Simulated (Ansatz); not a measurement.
## Changed inputs in constrained RPA: RbTcF3 (cubic perovskite) (Pm-3m)

Wanted: the sensitivity and cost of U and J for RbTcF3 (cubic perovskite) (Pm-3m).

Calculated with Ansatz 0.2.0; constrained RPA on PBEsol, plane waves, PAW.

The structure was built from a prototype and need not be the compound's stable phase.

### Step 1. Set-up

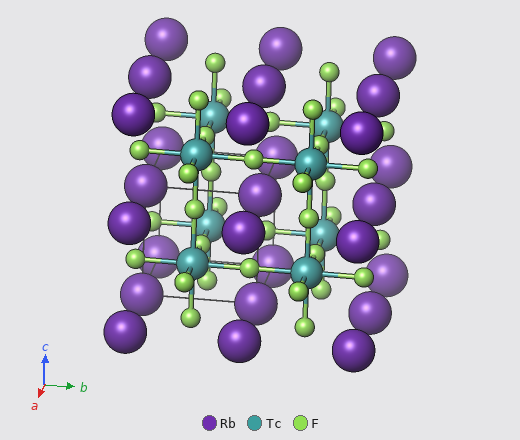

The cell as given, slightly off an axis (rubidium purple, technetium teal, fluorine green). 2×2×2 cells are drawn. Some periodic images of atoms are drawn too.

Structure file:

```cif
data_structure
_symmetry_space_group_name_H-M 'Pm-3m'
_symmetry_Int_Tables_number 221
_cell_length_a 4.1883
_cell_length_b 4.1883
_cell_length_c 4.1883
_cell_angle_alpha 90.000
_cell_angle_beta 90.000
_cell_angle_gamma 90.000
_cell_volume 73.47
loop_
_atom_site_label
_atom_site_type_symbol
_atom_site_symmetry_multiplicity
_atom_site_Wyckoff_symbol
_atom_site_fract_x
_atom_site_fract_y
_atom_site_fract_z
_atom_site_occupancy
Rb1 Rb 1 a 0.00000 0.00000 0.00000 1
Tc1 Tc 1 b 0.50000 0.50000 0.50000 1
F1 F 3 c 0.00000 0.50000 0.50000 1
```

The structure was relaxed with PBEsol. The structure type comes from a generator and need not be one that this composition takes. The structure was generated from a model, not taken from a measurement. The runs that relaxed it are not among those shown. The program's search for lower electronic states was switched off, so nothing shows that the state found is the lowest. The default PAW set here is soft_2. Its files were made with PBE.

### Step 2. Base: Tc d, bands v3 to c2, 4×4×4 mesh, medium accuracy

Constrained RPA screens the interaction with every transition except those inside the target bands, which a later many-body model would treat itself.

File input.yaml:

```yaml
crystal:
  lattice:
    - [0.0, -4.18826186, 0.0]
    - [0.0, 0.0, 4.18826186]
    - [-4.18826186, 0.0, 0.0]
  atoms:
    - { symbol: Rb, position: [0.0, 0.0, 0.0] }
    - { symbol: Tc, position: [0.5, 0.5, 0.5] }
    - { symbol: F, position: [0.5, 0.5, 0.0] }
    - { symbol: F, position: [0.5, 0.0, 0.5] }
    - { symbol: F, position: [0.0, 0.5, 0.5] }
kpoints:
  mp_grid: { grid: [6, 6, 6] }
hamiltonian:
  xc: pbesol
scf:
  occupations: { method: gaussian, width: 0.08 }
  n_extra_bands: 19
  max_iter: 150
  lower_state_search: "off"
output:
  crpa:
    kmesh: [4, 4, 4]
    target_bands: [v3, c2]
    projections: [{ species: Tc, l: d, shell: 4 }]
  local_orbitals:
    kmesh: [8, 8, 8]
    orbitals: [{ species: Tc, l: d, shell: 4 }]
    window: { bands: [v3, c2] }
    seedname: lo
```

The run is started by

```bash
> ansatz run input.yaml --threads 4 --pin off --max-ram 9216MiB --backend cpu --events-out ev --progress --plain --runs-dir out
```

Numbers of over 12 decimals in the logs are rounded to 6 here.

Output:

```text
scf.n_extra_bands = 19 over 23 filled bands (N_el = 45.0): the run solves 42 bands
Engine: ansatz 0.2.0, x86_64-unknown-linux-gnu
Pseudopotentials: kind: paw
Pseudopotential: Rb, paw, valence charge 9, recommended cutoff 420 eV (normal), Rb.paw.azcp
Pseudopotential: Tc, paw, valence charge 15, recommended cutoff 500 eV (normal), Tc.paw.azcp
Pseudopotential: F, paw, valence charge 7, recommended cutoff 420 eV (normal), F.paw.azcp
Functional definition: PBEsol
  exchange = pbesol_x
  correlation = pbesol_c
Crystal: 5 atoms, lattice volume = 73.469 Å³
Basis set: ecut = 500 eV, 1863 PW (Γ)
Bands: 42, of which v1, the nominal top of the filled ones, is band 23 counted from 1 (22 counted from 0)
Symmetry: 48 space group operations
Space group: Pm-3m (ITA 221), of the structure as read, at distance tolerance 4.2e-5 Å
k-points: 20 of 216
Non-local potential: Rb, projectors of the file, l = 0: 3, l = 1: 2, l = 2: 2
Non-local potential: Tc, projectors of the file, l = 0: 3, l = 1: 3, l = 2: 2, l = 3: 2
Non-local potential: F, projectors of the file, l = 0: 2, l = 1: 2, l = 2: 1
PAW form: soft (Blöchl's): semilocal exchange-correlation on the pseudo side does not see the compensation charge
PAW frozen core: Rb, regenerated for the run's functional, and the local potential with it (the file was generated under x = pbe(κ = 0.804, μ = 0.219515), c = pbe(β = 0.066725))
PAW frozen core: Tc, regenerated for the run's functional, and the local potential with it (the file was generated under x = pbe(κ = 0.804, μ = 0.219515), c = pbe(β = 0.066725))
PAW frozen core: F, regenerated for the run's functional, and the local potential with it (the file was generated under x = pbe(κ = 0.804, μ = 0.219515), c = pbe(β = 0.066725))
PAW one-centre angular grid: Rb, 110 points (default); XC on 64 Gauss nodes
PAW one-centre angular grid: Tc, 590 points (default); XC on 64 Gauss nodes
PAW one-centre angular grid: F, 110 points (default); XC on 64 Gauss nodes
Initial density: superposition of atomic densities (chi_scale 0.1, normalization cell, long waves kept (reshape's long-wave potential 0.00 eV rms))
Initial wavefunctions: pseudopotential atomic-orbital guess
Functional: x = pbesol(κ = 0.804, μ = 0.123457), c = pbesol(β = 0.046)
SCF iter   1: F=—  HF=-10967.008738 eV  |F-HF|=—  |Δ(HF+E_count)|=         —  Δρ=2.81e-1  dr2=5.92e1  ethr=3.10e-3  ⟨swp⟩=6.0  Hψ=3883  notcnv=0  defer=145
preconditioner: auto → Kerker (q_TF=auto, 2.514 Å⁻¹)  [metal: Δε(μ)=0.032 eV  Ē_g=18.581 eV  σ=0.080 eV  W_gap=0.22  n_scr=18 (ndim 8)  ℏωp=25.6 eV  f_vac=0.000  D(μ)=8.87/eV (n_scr^D=122)]
SCF iter   2: F=—  HF=-10960.108140 eV  |F-HF|=—  |Δ(HF+E_count)|=    6.90e0  Δρ=1.46e-1  dr2=1.76e1  ethr=3.10e-3  ⟨swp⟩=2.9  Hψ=1552  notcnv=0  defer=228
[...]
NSCF: frozen V_eff on 38 k-points
NSCF: frozen V_eff on 10 k-points
[...]
cRPA screening: q 1/64
cRPA screening: q 2/64
cRPA screening: q 8/64 (q-point 3)
cRPA screening: q 11/64 (q-point 6)
cRPA screening: q 23/64 (q-point 7)
cRPA screening: q 35/64 (q-point 11)
cRPA screening: q 38/64 (q-point 22)
cRPA screening: q 46/64 (q-point 23)
cRPA screening: q 58/64 (q-point 27)
cRPA screening: q 64/64 (q-point 43)
SCF converged after 10 iterations
Free energy (F): -10956.007612 eV
Harris-Foulkes:  -10956.007612 eV  (|F-HF|=8.44e-9)
Internal energy: -10955.995344 eV  (E = F + TS)
E sigma→0 (E₀):  -10956.001478 eV
Entropy (-TS):   -0.012267 eV (-2.453 meV/atom)
Fermi energy:    10.328095 eV
--- Per-component energies (eV) ---
  E_band       = -319.335885
  E_kinetic    = 1438.432136
  E_local      = -4148.964478  (includes V_loc(G=0)·N_el)
  E_nonlocal   = 687.400347
  E_hartree    = 1396.561687
  E_xc         = -601.030067
  E_vxc        = -732.007423  (∫ρ·V_xc dr)
  E_paw        = -6370.354274  (= ΣΔE_a)
  E_vpaw       = -357.320166  (= ΣTr[D̂ρ^β])
  E_aug_tail   = 0.003027  (compensation charges beyond the density's cutoff)
  E_ewald      = -3358.521566
  E_core_change = 0.477843  (= ΣΔE_core)
  E_smearing   = -0.012267  (= −TS)
  E_closure    = -0.000000  (closes the sum)
  Σ components = -10956.007612   (vs F -10956.007612, Δ=0.00e0)
--- Band table (eV; the first three rows and the last of 20) ---
  k-point 0: bands = [... 19 lower, 3.9563, 8.9670, 8.9670, 8.9670, 10.5105, 10.5105, 11.5232, 14.4145, ... 15 higher]
  k-point 1: bands = [... 19 lower, 3.8863, 8.9879, 9.2253, 9.2253, 10.5244, 10.9862, 12.0383, 14.6171, ... 15 higher]
  k-point 2: bands = [... 19 lower, 3.7695, 9.0303, 9.7378, 9.7378, 10.5495, 11.6596, 13.3124, 15.0539, ... 15 higher]
  k-point 19: bands = [... 19 lower, 4.2676, 10.6960, 10.6960, 10.6960, 13.7212, 13.7212, 14.6522, 14.6522, ... 15 higher]
--- cRPA (band scheme, projected local orbitals): target bands 21..25 (1-based), 5 Wannier function(s), 4×4×4 mesh, 50 bands' worth read of 55 solved, ecut_chi 136.0 eV, v(q+G=0) probe_charge, pair densities all_electron ---
  bands read: the sum over 50 bands ends inside a degenerate multiplet in 15 slots, whose members it reads at an even weight; the widest, k=42: bands 49 to 51 (counted from 1) at 2/3 each
  χ-basis size per q: N_G = 251..280
  window electrons = 5.0000, filled by tetrahedron_uncorrected; constrained ε̄⁻¹(q = 0, 0) head = 0.357491; min gauge Gram eig = 0.6862
  Kanamori averages over each shell's own Wannier functions (sites counted from 0, functions from 1):
    Site 1, 4D, 5 of 5 d orbitals (Wannier functions 1, 2, 3, 4, 5; wannier90's mr 1, 2, 3, 4, 5):
      screened: U = 5.2407 eV, U' = 4.4724 eV, J = 0.3752 eV
      screened d-shell averages: U_bar = F0 = 4.6260 eV, J_bar = 0.5289 eV
      screened, to within: U = 6.6e-3 eV, U' = 6.6e-3 eV, J = 6.0e-4 eV
      screened d-shell averages, to within: U_bar = 5.5e-3 eV, J_bar = 8.8e-4 eV
      bare: V = 13.8418 eV, V' = 12.8070 eV, J = 0.4967 eV
      bare d-shell averages: V_bar = F0 = 13.0140 eV, J_bar = 0.7037 eV
  Hermiticity witness max|P − P†| over intra, direct and exchange elements: 5.33e-15 eV (screened), 1.78e-15 eV (bare)
  Reality witness max|Im| over intra, direct and exchange elements: 9.84e-18 eV (screened), 3.81e-17 eV (bare)
```

It took 64 s on 4 threads of Intel Xeon Platinum 8488C (Sapphire Rapids), shared host; peak memory 0.78 GiB; 3.9 min of CPU time.

Reading the cycles: dr2 is the Hartree energy of the density residual (eV), the measure of convergence; HF is the Harris–Foulkes estimate of the energy, which meets the free energy F at convergence.

This step gave:

```yaml
u: 5.241 eV
u_prime_inter_orbital: 4.472 eV
j: 0.3752 eV
bare_v: 13.84 eV
bare_j: 0.4967 eV
stated_bound_on_u: 0.006592 eV
u_over_bare_v: 0.3786
electrons_in_the_window: 5.000
head_of_the_constrained_inverse_dielectric_matrix: 0.3575
least_eigenvalue_of_the_projection_s_overlap: 0.6862
target_functions: 5
bands_in_the_sums: 50
r_m_s_miss_of_the_model_bands: 5.06e-4 eV
width_of_the_target_bands: 4.754 eV
weight_of_the_projected_orbitals_in_the_window: 0.8569
```

On the Tc d shell, screening brings the on-site interaction from 13.8 eV down to U = 5.24 eV.

### Step 3. Changed: 2×2×2 mesh

input.yaml, as its differences from that of step 2:

```diff
@@ -22,9 +22,4 @@
   crpa:
-    kmesh: [4, 4, 4]
+    kmesh: [2, 2, 2]
     target_bands: [v3, c2]
     projections: [{ species: Tc, l: d, shell: 4 }]
-  local_orbitals:
-    kmesh: [8, 8, 8]
-    orbitals: [{ species: Tc, l: d, shell: 4 }]
-    window: { bands: [v3, c2] }
-    seedname: lo
```

Output:

```text
[...]
Crystal: 5 atoms, lattice volume = 73.469 Å³
Basis set: ecut = 500 eV, 1863 PW (Γ)
Bands: 42, of which v1, the nominal top of the filled ones, is band 23 counted from 1 (22 counted from 0)
Symmetry: 48 space group operations
[...]
k-points: 20 of 216
[...]
SCF iter   1: F=—  HF=-10967.008738 eV  |F-HF|=—  |Δ(HF+E_count)|=         —  Δρ=2.81e-1  dr2=5.92e1  ethr=3.10e-3  ⟨swp⟩=6.0  Hψ=3883  notcnv=0  defer=145
[...]
SCF iter  10: F=-10956.007612 eV  HF=-10956.007612 eV  |F-HF|=8.44e-9  |Δ(HF+E_count)|=   2.25e-8  Δρ=5.11e-6  dr2=1.67e-8  ethr=2.22e-10  ⟨swp⟩=11.3  Hψ=4589  notcnv=0
SCF 1 converged in 10 iterations: F = -10956.007612 eV  dr2 = 1.67e-8
[...]
NSCF: frozen V_eff on 4 k-points
[...]
cRPA screening: q 1/8
cRPA screening: q 2/8
cRPA screening: q 5/8 (q-point 4)
cRPA screening: q 8/8
SCF converged after 10 iterations
Free energy (F): -10956.007612 eV
[...]
Internal energy: -10955.995344 eV  (E = F + TS)
E sigma→0 (E₀):  -10956.001478 eV
Entropy (-TS):   -0.012267 eV (-2.453 meV/atom)
Fermi energy:    10.328095 eV
[...]
--- Band table (eV; the first three rows and the last of 20) ---
  k-point 0: bands = [... 19 lower, 3.9563, 8.9670, 8.9670, 8.9670, 10.5105, 10.5105, 11.5232, 14.4145, ... 15 higher]
  k-point 1: bands = [... 19 lower, 3.8863, 8.9879, 9.2253, 9.2253, 10.5244, 10.9862, 12.0383, 14.6171, ... 15 higher]
  k-point 2: bands = [... 19 lower, 3.7695, 9.0303, 9.7378, 9.7378, 10.5495, 11.6596, 13.3124, 15.0539, ... 15 higher]
  k-point 19: bands = [... 19 lower, 4.2676, 10.6960, 10.6960, 10.6960, 13.7212, 13.7212, 14.6522, 14.6522, ... 15 higher]
[...]
χ-basis size per q: N_G = 251..280
[...]
screened: U = 5.4261 eV, U' = 4.6403 eV, J = 0.3828 eV
      screened d-shell averages: U_bar = F0 = 4.7975 eV, J_bar = 0.5400 eV
      screened, to within: U = 8.2e-3 eV, U' = 8.1e-3 eV, J = 8.9e-4 eV
      screened d-shell averages, to within: U_bar = 6.6e-3 eV, J_bar = 1.3e-3 eV
      bare: V = 14.1514 eV, V' = 13.1027 eV, J = 0.5050 eV
      bare d-shell averages: V_bar = F0 = 13.3125 eV, J_bar = 0.7148 eV
[...]
```

Wall time 9 s (4 threads); peak memory 0.65 GiB; 30 s of CPU time.

This step gave:

```
U                                                 : 5.426 eV
U prime (inter-orbital)                           : 4.640 eV
J                                                 : 0.3828 eV
bare V                                            : 14.15 eV
bare J                                            : 0.5050 eV
stated bound on U                                 : 0.008104 eV
U over bare V                                     : 0.3834
electrons in the window                           : 5.000
head of the constrained inverse dielectric matrix : 0.3253
least eigenvalue of the projection's overlap      : 0.6862
target functions                                  : 5
bands in the sums                                 : 50
width of the target bands                         : 4.754 eV
weight of the projected orbitals in the window    : 0.8569
```

On the Tc d shell, screening brings the on-site interaction from 14.2 eV down to U = 5.43 eV.

### Step 4. Changed: 6×6×6 mesh

input.yaml, as its differences from that of step 3:

```diff
@@ -22,3 +22,3 @@
   crpa:
-    kmesh: [2, 2, 2]
+    kmesh: [6, 6, 6]
     target_bands: [v3, c2]
```

Output:

```text
[...]
Crystal: 5 atoms, lattice volume = 73.469 Å³
Basis set: ecut = 500 eV, 1863 PW (Γ)
Bands: 42, of which v1, the nominal top of the filled ones, is band 23 counted from 1 (22 counted from 0)
Symmetry: 48 space group operations
[...]
k-points: 20 of 216
[...]
χ-basis size per q: N_G = 251..280
[...]
screened: U = 5.2271 eV, U' = 4.4594 eV, J = 0.3750 eV
      screened d-shell averages: U_bar = F0 = 4.6130 eV, J_bar = 0.5285 eV
      screened, to within: U = 7.0e-3 eV, U' = 7.0e-3 eV, J = 6.5e-4 eV
      screened d-shell averages, to within: U_bar = 5.8e-3 eV, J_bar = 9.5e-4 eV
      bare: V = 13.8183 eV, V' = 12.7841 eV, J = 0.4964 eV
      bare d-shell averages: V_bar = F0 = 12.9910 eV, J_bar = 0.7032 eV
[...]
[key lines of the parts left out:]
SCF converged after 10 iterations
Free energy (F): -10956.007612 eV
Fermi energy:    10.328095 eV
```

Run time: 5.7 min. Hardware: 4 threads; peak memory 1.1 GiB.

Numbers from this step:

* U: 5.227 eV
* U prime (inter-orbital): 4.459 eV
* J: 0.3750 eV
* bare V: 13.82 eV
* bare J: 0.4964 eV
* stated bound on U: 0.006938 eV
* U over bare V: 0.3783
* electrons in the window: 5.000
* head of the constrained inverse dielectric matrix: 0.3585
* least eigenvalue of the projection's overlap: 0.6862
* target functions: 5
* bands in the sums: 50
* width of the target bands: 4.754 eV
* weight of the projected orbitals in the window: 0.8569

On the Tc d shell, screening brings the on-site interaction from 13.8 eV down to U = 5.23 eV.

### Step 5. Changed: sums over states

input.yaml, as its differences from that of step 4:

```diff
@@ -22,4 +22,7 @@
   crpa:
-    kmesh: [6, 6, 6]
+    kmesh: [4, 4, 4]
     target_bands: [v3, c2]
     projections: [{ species: Tc, l: d, shell: 4 }]
+    accuracy: sum_over_states
+    n_empty_bands: 46
+    ecut_chi: 136
```

Output:

```text
[...]
Crystal: 5 atoms, lattice volume = 73.469 Å³
Basis set: ecut = 500 eV, 1863 PW (Γ)
Bands: 42, of which v1, the nominal top of the filled ones, is band 23 counted from 1 (22 counted from 0)
Symmetry: 48 space group operations
[...]
k-points: 20 of 216
[...]
χ-basis size per q: N_G = 251..280
[...]
U and J over all bands: no bound (output.crpa.accuracy: sum_over_states); those below are of the sums over the bands read on the sphere of ecut_chi, with what the atoms add
[...]
screened: U = 5.3677 eV, U' = 4.5215 eV, J = 0.4106 eV
      screened d-shell averages: U_bar = F0 = 4.6907 eV, J_bar = 0.5798 eV
      bare: V = 13.8418 eV, V' = 12.8070 eV, J = 0.4967 eV
      bare d-shell averages: V_bar = F0 = 13.0140 eV, J_bar = 0.7037 eV
[...]
[key lines of the parts left out:]
SCF converged after 10 iterations
Free energy (F): -10956.007612 eV
Fermi energy:    10.328095 eV
```

The job ended after 7.3 s (4 threads; peak memory 0.68 GiB; 25 s of CPU time).

This variant gives U = 5.37 eV against 5.24 eV. It is a finite sum over empty states with no bound on its error and stays out of the table below.

### Step 6. Changed: sums over states on smooth products

input.yaml, as its differences from that of step 5:

```diff
@@ -26,2 +26,3 @@
     accuracy: sum_over_states
+    pair_densities: pseudo
     n_empty_bands: 46
```

Output:

```text
[...]
Crystal: 5 atoms, lattice volume = 73.469 Å³
Basis set: ecut = 500 eV, 1863 PW (Γ)
Bands: 42, of which v1, the nominal top of the filled ones, is band 23 counted from 1 (22 counted from 0)
Symmetry: 48 space group operations
[...]
k-points: 20 of 216
[...]
k-point 19: bands = [... 19 lower, 4.2676, 10.6960, 10.6960, 10.6960, 13.7212, 13.7212, 14.6522, 14.6522, ... 15 higher]
[...]
χ-basis size per q: N_G = 251..280
[...]
screened: U = 5.4217 eV, U' = 4.5177 eV, J = 0.4394 eV
      screened d-shell averages: U_bar = F0 = 4.6985 eV, J_bar = 0.6202 eV
      bare: V = 13.8418 eV, V' = 12.8070 eV, J = 0.4967 eV
      bare d-shell averages: V_bar = F0 = 13.0140 eV, J_bar = 0.7037 eV
[...]
[key lines of the parts left out:]
SCF converged after 10 iterations
Free energy (F): -10956.007612 eV
Fermi energy:    10.328095 eV
```

The job ended after 5.6 s (4 threads; peak memory 0.58 GiB; 20 s of CPU time).

This variant gives U = 5.42 eV against 5.24 eV. It is a finite sum over empty states with no bound on its error and stays out of the table below.

(Part 1 of 2 ends here.)

[Paths, hosts, dates, memory and timing lines, banners, echoed tables and standing remarks are left out of the program output.]

[Logs are printed without paths, hosts, clocks, repeated set-up lines and the standing remarks that a program may print on its own settings, such as how far it seeks lower states.]

[Runs of the session that timed out or met a known fault of the program may be left out.]

[Hosts, paths, dates, database ids (printed as entryN), source tags and the programs' standing remarks are cut or masked in the printed files.]
